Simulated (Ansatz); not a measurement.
# Sn2C (model cell, started as cuprite): following an unstable mode, part 2 of 2

Aim: this structure of Sn2C (model cell, started as cuprite) is to be tested for unstable modes, and one is followed downhill.

Ansatz 0.2.0; DFT PBEsol, scalar-relativistic, plane waves, PAW.

So far, highest frequency on the path or at a solved wavevector (cm⁻¹): step 2 (the dispersion) 535. Also lowest frequency on the path (cm⁻¹): step 2 -184.

The structure was built from a prototype and need not be the compound's stable phase.

### Step 5. Energy along the mode, all amplitudes (two of the runs are shown above)

An imaginary frequency means negative curvature, so the energy should fall and then rise again as anharmonic terms take over.

Numbers from this step:

* depth at the lowest point sampled: 5.659 meV/atom
* largest atomic shift at that point: 0.14 Å

Table of energy from the parent by largest atomic shift:

```
largest atomic shift (Å)  energy from the parent (meV/atom)
                   0.000                                  0
                   0.040                             -0.887
                   0.080                              -2.87
                   0.140                              -5.66
                   0.220                              -2.74
                   0.320                               27.7
```

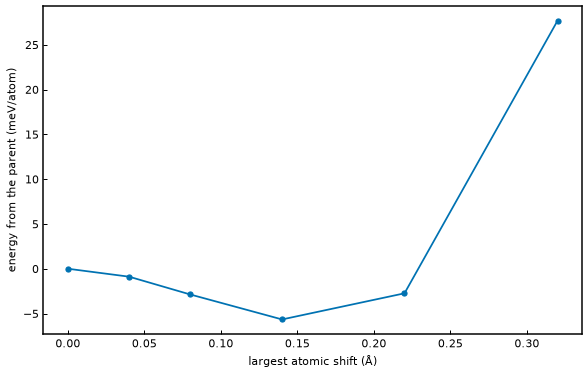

Energy from the parent against largest atomic shift.

Displacement at unit largest shift by atom:

```
atom  x (Å)   y (Å)   z (Å)   size
  C1  0.000   0.707   0.707  1.000
  C2  0.000  -0.707  -0.707  1.000
  C3  0.000  -0.707  -0.707  1.000
  C4  0.000   0.707   0.707  1.000
 Sn5  0.000   0.000   0.000  0.000
 Sn6  0.000   0.000   0.000  0.000
 Sn7  0.000   0.308   0.308  0.436
 Sn8  0.000  -0.308  -0.308  0.436
 Sn9  0.000   0.308   0.308  0.436
Sn10  0.000  -0.308  -0.308  0.436
Sn11  0.000   0.000   0.000  0.000
Sn12  0.000   0.000   0.000  0.000
```

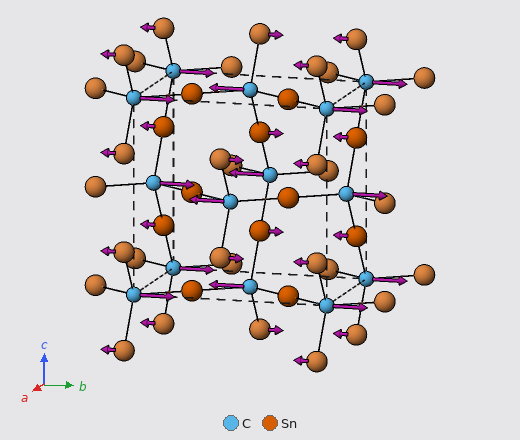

Displacement at unit largest shift as arrows, the longest 1.000 Å. Some periodic images of atoms are drawn too.

The lowest of the steps tried is at 0.14 Å, 5.66 meV/atom below the parent; the bottom of the well need not coincide with a step.

### Step 6. Relaxing from the distorted cell

Starting from the lowest point found, all atoms and the cell are let go, so that strain and other modes of the same symmetry can join in.

input.yaml reads:

```yaml
crystal:
  lattice:
    - [-5.0213021337, 0.0, 0.0]
    - [0.0, -5.0213021337, -5.0213021337]
    - [0.0, -5.0213021337, 5.0213021337]
  atoms:
    - { symbol: C, position: [0.0, 0.4802850044, 0.5] }
    - { symbol: C, position: [0.0, 0.0197149956, 0.0] }
    - { symbol: C, position: [0.5, 0.0197149956, 0.5] }
    - { symbol: C, position: [0.5, 0.4802850044, 0.0] }
    - { symbol: Sn, position: [0.75, 0.25, 0.5] }
    - { symbol: Sn, position: [0.75, 0.75, 0.0] }
    - { symbol: Sn, position: [0.25, -0.0085899095, 0.25] }
    - { symbol: Sn, position: [0.25, 0.5085899095, 0.75] }
    - { symbol: Sn, position: [0.25, -0.0085899095, 0.75] }
    - { symbol: Sn, position: [0.25, 0.5085899095, 0.25] }
    - { symbol: Sn, position: [0.75, 0.75, 0.5] }
    - { symbol: Sn, position: [0.75, 0.25, 0.0] }
kpoints:
  mp_grid: { grid: [8, 6, 6] }
hamiltonian:
  xc: pbesol
scf:
  occupations: { method: methfessel_paxton, width: 0.2 }
output:
  forces: true
  stress: true
  eigenvalues: true
relax:
  adjacent_minimum: "off"
  f_tol: 0.002
  max_steps: 120
  cell: { stress_tol: 0.03 }
```

Command:

```sh
$ ansatz run input.yaml --threads 8 --pin off --max-ram 14336MiB --backend cpu --events-out ev --progress --plain --runs-dir out
```

Numbers of over 12 decimals in the logs are rounded to 6 here.

The log of the run:

```text
[...]
Crystal: 12 atoms, lattice volume = 253.209 Å³
Basis set: ecut = 420 eV, 4981 PW (Γ), exchange–correlation on 72×96×96 points (8 copies of the dense FFT grid, shifted against one another)
Bands: 77, of which v1, the nominal top of the filled ones, is band 64 counted from 1 (63 counted from 0)
Symmetry: 8 space group operations
[...]
k-points: 80 of 288
[...]
SCF iter   1: F=—  HF=-48570.872006 eV  |F-HF|=—  |Δ(HF+E_count)|=         —  Δρ=1.31e-2  dr2=6.92e-1  ethr=1.77e-3  ⟨swp⟩=7.6  Hψ=25219  notcnv=0
[...]
SCF iter   8: F=-48570.718177 eV  HF=-48570.718177 eV  |F-HF|=9.41e-9  |Δ(HF+E_count)|=   1.36e-8  S|Δr|=    0.00e0  Δρ=1.77e-6  dr2=1.52e-8  ethr=7.81e-11  ⟨swp⟩=4.1  Hψ=18781  notcnv=0
SCF 1 converged in 8 iterations: F = -48570.718177 eV  dr2 = 1.52e-8
[...]
relax step   1: F+E_penalty+E_count = -48570.71817688 eV  Δ(F+E_penalty+E_count) = +0.000e0 eV  max|allowed force component| = 4.399e-1 eV/Å  Δτ_max = 0.0000 Å  P = +0.569 GPa  Ω = 253.209 Å³  (8 SCF iters, dr2 threshold 1.00e-7 eV, accepted)
Crystal: 12 atoms, lattice volume = 251.978 Å³
[...]
SCF iter   7: F=-48571.163522 eV  HF=-48571.163523 eV  |F-HF|=3.98e-7  |Δ(HF+E_count)|=   7.59e-7  S|Δr|=    0.00e0  Δρ=1.34e-5  dr2=5.54e-7  ethr=9.37e-10  ⟨swp⟩=9.2  Hψ=30234  notcnv=0
SCF 2 converged in 7 iterations: F = -48571.163522 eV  dr2 = 5.54e-7
[...]
relax step   2: F+E_penalty+E_count = -48571.16352221 eV  Δ(F+E_penalty+E_count) = -4.453e-1 eV  max|allowed force component| = 2.768e-1 eV/Å  Δτ_max = 0.1954 Å  P = +0.743 GPa  Ω = 251.978 Å³  energy of the carried Pulay correction = +1.160e-3 eV  (7 SCF iters, dr2 threshold 1.20e-6 eV, accepted)
Crystal: 12 atoms, lattice volume = 253.138 Å³
Basis set: ecut = 420 eV, 4943 PW (Γ), exchange–correlation on 72×96×96 points (8 copies of the dense FFT grid, shifted against one another)
[...]
SCF iter   7: F=-48571.055290 eV  HF=-48571.055290 eV  |F-HF|=4.77e-7  |Δ(HF+E_count)|=   2.51e-7  S|Δr|=    0.00e0  Δρ=1.35e-5  dr2=9.32e-7  ethr=9.37e-10  ⟨swp⟩=9.1  Hψ=28610  notcnv=0
SCF 3 converged in 7 iterations: F = -48571.055290 eV  dr2 = 9.32e-7
relax step   3: F+E_penalty+E_count = -48571.05528973 eV  Δ(F+E_penalty+E_count) = +1.082e-1 eV  max|allowed force component| = 1.088e0 eV/Å  Δτ_max = 0.1950 Å  P = +1.390 GPa  Ω = 253.138 Å³  energy of the carried Pulay correction = +6.665e-5 eV  (7 SCF iters, dr2 threshold 1.20e-6 eV, rejected (line search))
[... from here on, the SCF cycles and remarks between the steps are left out ...]
relax step   4: F+E_penalty+E_count = -48571.38629200 eV  Δ(F+E_penalty+E_count) = -2.228e-1 eV  max|allowed force component| = 3.212e-1 eV/Å  Δτ_max = 0.0573 Å  P = -0.410 GPa  Ω = 256.151 Å³  energy of the carried Pulay correction = -2.750e-3 eV  (12 SCF iters, accepted)
relax step   5: F+E_penalty+E_count = -48571.55138470 eV  Δ(F+E_penalty+E_count) = -1.651e-1 eV  max|allowed force component| = 1.765e-1 eV/Å  Δτ_max = 0.0631 Å  P = +0.196 GPa  Ω = 254.200 Å³  energy of the carried Pulay correction = -9.299e-4 eV  (6 SCF iters, dr2 threshold 1.20e-6 eV, accepted)
relax step   6: F+E_penalty+E_count = -48571.60806592 eV  Δ(F+E_penalty+E_count) = -5.668e-2 eV  max|allowed force component| = 1.250e-1 eV/Å  Δτ_max = 0.0836 Å  P = +0.044 GPa  Ω = 254.950 Å³  energy of the carried Pulay correction = -1.631e-3 eV  (7 SCF iters, dr2 threshold 1.20e-6 eV, accepted)
relax step   7: F+E_penalty+E_count = -48571.62672616 eV  Δ(F+E_penalty+E_count) = -1.866e-2 eV  max|allowed force component| = 1.136e-2 eV/Å  Δτ_max = 0.0229 Å  P = +0.002 GPa  Ω = 254.723 Å³  energy of the carried Pulay correction = -1.420e-3 eV  (6 SCF iters, dr2 threshold 9.76e-7 eV, accepted)
relax step   8: F+E_penalty+E_count = -48571.62680515 eV  Δ(F+E_penalty+E_count) = -7.899e-5 eV  max|allowed force component| = 3.358e-3 eV/Å  Δτ_max = 0.0028 Å  P = -0.018 GPa  Ω = 254.736 Å³  energy of the carried Pulay correction = -1.431e-3 eV  (6 SCF iters, dr2 threshold 8.76e-9 eV, accepted)
relax step   9: F+E_penalty+E_count = -48571.62689995 eV  Δ(F+E_penalty+E_count) = -9.480e-5 eV  max|allowed force component| = 1.105e-3 eV/Å  Δτ_max = 0.0008 Å  P = +0.003 GPa  Ω = 254.695 Å³  energy of the carried Pulay correction = -1.393e-3 eV  (5 SCF iters, dr2 threshold 5.67e-9 eV, accepted)
relax step  10: F+E_penalty+E_count = -48571.63955350 eV  Δ(F+E_penalty+E_count) = -1.265e-2 eV  max|allowed force component| = 1.448e-3 eV/Å  Δτ_max = 0.0000 Å  P = +0.024 GPa  Ω = 254.695 Å³  stress off target by 1.19e-1 GPa  SCF on the basis re-selected at this cell (its energy is not comparable with the rows above)  (6 SCF iters)
relax step  11: F+E_penalty+E_count = -48571.63998148 eV  Δ(F+E_penalty+E_count) = -4.280e-4 eV  max|allowed force component| = 6.691e-4 eV/Å  Δτ_max = 0.0013 Å  P = -0.001 GPa  Ω = 254.752 Å³  energy of the carried Pulay correction = -3.370e-5 eV  (5 SCF iters, dr2 threshold 3.54e-8 eV, accepted)
[...]
SCF iter   6: F=-48571.640056 eV  HF=-48571.640056 eV  |F-HF|=0.00e0  |Δ(HF+E_count)|=  1.46e-11  S|Δr|=    0.00e0  Δρ=4.75e-8  dr2=1.59e-11  ethr=1.00e-12  ⟨swp⟩=6.3  Hψ=22202  notcnv=0
SCF 12 converged in 6 iterations: F = -48571.640056 eV  dr2 = 1.59e-11
relax step  12: F+E_penalty+E_count = -48571.64005560 eV  Δ(F+E_penalty+E_count) = -7.412e-5 eV  max|allowed force component| = 6.901e-4 eV/Å  Δτ_max = 0.0000 Å  P = -0.000 GPa  Ω = 254.752 Å³  stress off target by 1.53e-2 GPa  SCF on the basis re-selected at this cell (its energy is not comparable with the rows above)  (6 SCF iters)
[...]
SCF converged after 6 iterations
[...]
Free energy (F): -48571.640056 eV
[...]
Internal energy: -48571.647073 eV  (E = F + TS)
E sigma→0 (E₀):  -48571.641810 eV
Entropy (-TS):   0.007017 eV (0.585 meV/atom)
Fermi energy:    9.875600 eV
[...]
--- Forces (eV/Å), atoms counted from 1 ---
  atom   1  C     -0.00045850    -0.00069009    -0.00069009
  atom   2  C     -0.00045850     0.00069009     0.00069009
  atom   3  C      0.00045850     0.00069009     0.00069009
  atom   4  C      0.00045850    -0.00069009    -0.00069009
  atom   5  Sn     0.00000000    -0.00000000    -0.00000000
  atom   6  Sn     0.00000000     0.00000000    -0.00000000
  atom   7  Sn    -0.00000000     0.00037928     0.00037928
  atom   8  Sn     0.00000000    -0.00037928    -0.00037928
  atom   9  Sn     0.00000000     0.00037928     0.00037928
  atom  10  Sn    -0.00000000    -0.00037928    -0.00037928
  atom  11  Sn    -0.00000000     0.00000000    -0.00000000
  atom  12  Sn     0.00000000    -0.00000000     0.00000000
  max |Σ_I F_I| component: 1.56e-17 eV/Å
--- Stress (GPa, compression-positive) ---
        0.015294      -0.000000      -0.000000
       -0.000000      -0.008362       0.002437
       -0.000000       0.002437      -0.008362
  P = ⅓ Tr σ = -0.0005 GPa (-0.005 kbar)
--- Band table (eV; the first three rows and the last of 80) ---
  k-point 0: bands = [... 60 lower, 7.8785, 7.8878, 8.2997, 10.3250, 10.9169, 11.2719, 11.5364, 11.8552, ... 9 higher]
  k-point 1: bands = [... 60 lower, 8.1354, 8.3281, 8.7522, 9.8319, 11.1776, 11.3191, 11.3641, 11.6488, ... 9 higher]
  k-point 2: bands = [... 60 lower, 8.5383, 8.8984, 9.3759, 9.7622, 10.6083, 10.6738, 10.9727, 11.3163, ... 9 higher]
  k-point 79: bands = [... 60 lower, 9.1939, 9.1939, 9.6153, 9.6153, 11.0493, 11.0493, 11.3315, 11.3315, ... 9 higher]
--- Relaxed structure (10 steps of the walk, 9 accepted, 2 SCFs on fresh bases) ---
  F+E_penalty+E_count = -48571.64005560 eV   max|allowed force component| = 6.901e-4 eV/Å   (the final SCF, on the basis selected at the relaxed cell)
  cell:  # Å, volume = 254.7517 Å³
    - [-5.381682, 0, 0]
    - [0, -5.148668, -5.148668]
    - [0, -4.596996, 4.596996]
  atoms:
    - { symbol: C, position: [0.014686, 0.462921, 0.500000] }
    - { symbol: C, position: [0.014686, 0.037079, 0.0] }
    - { symbol: C, position: [0.485314, 0.037079, 0.5] }
    - { symbol: C, position: [0.485314, 0.462921, 0.0] }
    - { symbol: Sn, position: [0.750000, 0.250000, 0.500000] }
    - { symbol: Sn, position: [0.750000, 0.750000, 0.0] }
    - { symbol: Sn, position: [0.25, -0.048487, 0.250000] }
    - { symbol: Sn, position: [0.25, 0.548487, 0.750000] }
    - { symbol: Sn, position: [0.25, -0.048487, 0.750000] }
    - { symbol: Sn, position: [0.25, 0.548487, 0.250000] }
    - { symbol: Sn, position: [0.750000, 0.75, 0.5] }
    - { symbol: Sn, position: [0.750000, 0.250000, 0.0] }
```

Run time: 2.2 min. Hardware: 8 threads of Arm Neoverse V2, shared host; peak memory 1.9 GiB; 17 min of CPU time.

Relaxation path:

```
step  energy less that of the first step (eV)  largest force component (eV/Å)  pressure (GPa)  volume (Å³)
   1                                   0.0000                          0.4399            0.57       253.21
   2                                  -0.4453                          0.2768            0.74       251.98
   3                                  -0.3371                          1.0881            1.39       253.14
   4                                  -0.6681                          0.3211           -0.41       256.15
   5                                  -0.8332                          0.1765            0.20       254.20
   6                                  -0.8899                          0.1250            0.04       254.95
   7                                  -0.9085                          0.0114            0.00       254.72
   8                                  -0.9086                          0.0034           -0.02       254.74
   9                                  -0.9087                          0.0011            0.00       254.70
 10*                                  -0.9214                          0.0014            0.02       254.70
  11                                  -0.9218                          0.0007            0.00       254.75
 12*                                  -0.9219                          0.0007            0.00       254.75
```

Relaxation steps marked * repeat the geometry before them on a plane-wave basis chosen anew for their cell, so energy and pressure can jump there. Relaxation step 3 was tried and not accepted.

Forces are held to the 8 operations that the run works with; a distortion that breaks them can't arise in this run.

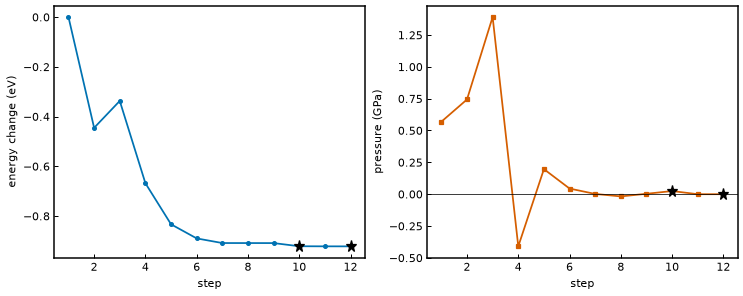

Energy and pressure along the relaxation. Stars mark steps on a basis chosen anew.

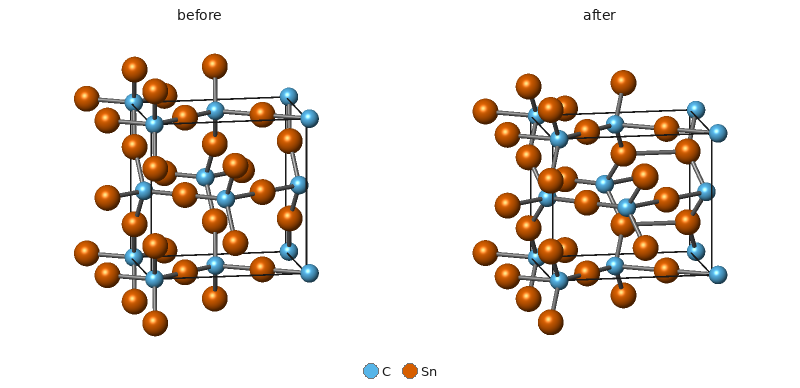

The structure before and after the relaxation, drawn at the same scale.

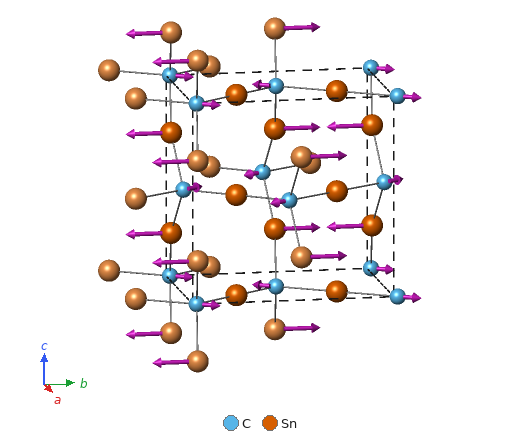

Displacements in the relaxation, exaggerated, measured against the changing cell; the longest in the cell stands for 0.29 Å. Some periodic images of atoms are drawn too.

```
conventional cell, symmetrised  before  after  change
                         a (Å)   5.021  5.382  +7.2 %
                         b (Å)   7.101  7.281  +2.5 %
                         c (Å)   7.101  6.501  -8.5 %
              volume (Å³/atom)   21.10  21.23  +0.6 %
```

The atoms that moved most (Å, as changes of fractional coordinates times the final cell):

```
atom      dx      dy      dz  length
 Sn9   0.000   0.205   0.205   0.291
 Sn8   0.000  -0.205  -0.205   0.291
Sn10   0.000  -0.205  -0.205   0.291
 Sn7   0.000   0.205   0.205   0.291
  C1  -0.079   0.089   0.089   0.149
  C2  -0.079  -0.089  -0.089   0.149
  C4   0.079   0.089   0.089   0.149
  C3   0.079  -0.089  -0.089   0.149
```

The relaxed structure:

```cif
data_structure
_symmetry_space_group_name_H-M 'P 1'
_symmetry_Int_Tables_number 1
_cell_length_a 5.3817
_cell_length_b 7.2813
_cell_length_c 6.5011
_cell_angle_alpha 90.000
_cell_angle_beta 90.000
_cell_angle_gamma 90.000
_cell_volume 254.75
loop_
_atom_site_label
_atom_site_type_symbol
_atom_site_fract_x
_atom_site_fract_y
_atom_site_fract_z
_atom_site_occupancy
C1 C 0.01469 0.46292 0.50000 1
C2 C 0.01469 0.03708 0.00000 1
C3 C 0.48531 0.03708 0.50000 1
C4 C 0.48531 0.46292 0.00000 1
Sn5 Sn 0.75000 0.25000 0.50000 1
Sn6 Sn 0.75000 0.75000 0.00000 1
Sn7 Sn 0.25000 0.95151 0.25000 1
Sn8 Sn 0.25000 0.54849 0.75000 1
Sn9 Sn 0.25000 0.95151 0.75000 1
Sn10 Sn 0.25000 0.54849 0.25000 1
Sn11 Sn 0.75000 0.75000 0.50000 1
Sn12 Sn 0.75000 0.25000 0.00000 1
```

Numbers from this step:

```
pressure        : -4.77e-4 GPa
volume per atom : 21.23 Å³
```

The distorted start has space group Pccm; the relaxation ends in Pccm.

### Step 7. Outcome

| Quantity | Value |
| --- | --- |
| unstable mode of the parent | q = (0, -0.5, -0.5), 184i cm⁻¹ |
| depth at the lowest point sampled | 5.66 meV/atom |
| largest atomic shift at that point | 0.14 Å |
| space group reached (within 0.01 Å) | Pccm |
| energy gained over the parent (first relaxation, on the mesh of the frozen mode) | 82.5 meV/atom |
| volume per atom, phase reached | 21.2 Å³ |

Along this mode the structure falls into Pccm, 82.5 meV/atom below the parent. At the parent's cell the well is 5.659 meV/atom deep on the steps tried, with its lowest point at a shift of 0.14 Å. Relaxing atoms and cell changes the gain by +76.87 meV/atom against the lowest step (energies at zero smearing). Most of the total comes from this relaxation. The modes of the phase reached were not computed on this path. Of the 6 patterns followed to their end from this parent, this one ends 308 meV/atom above the lowest, R-3m. Each path keeps the symmetry of its pattern, so a lower phase may lie along a pattern not tried. With no gap, or one that is small against the smearing, the frequencies hang on the k mesh and the smearing, most of all near Kohn anomalies. Spin-orbit coupling is left out, which can matter for the heavy elements here. A phonon run warned that its eigensolver left some bands unconverged in a pass. The starting cell was built on a prototype and not taken from a measurement, so the phase need not exist.

[Logs are printed without paths, hosts, clocks, repeated set-up lines and the standing remarks that a program may print on its own settings, such as how far it seeks lower states.]

[Hosts, paths, dates, database ids (printed as entryN), source tags and the programs' standing remarks are cut or masked in the printed files.]
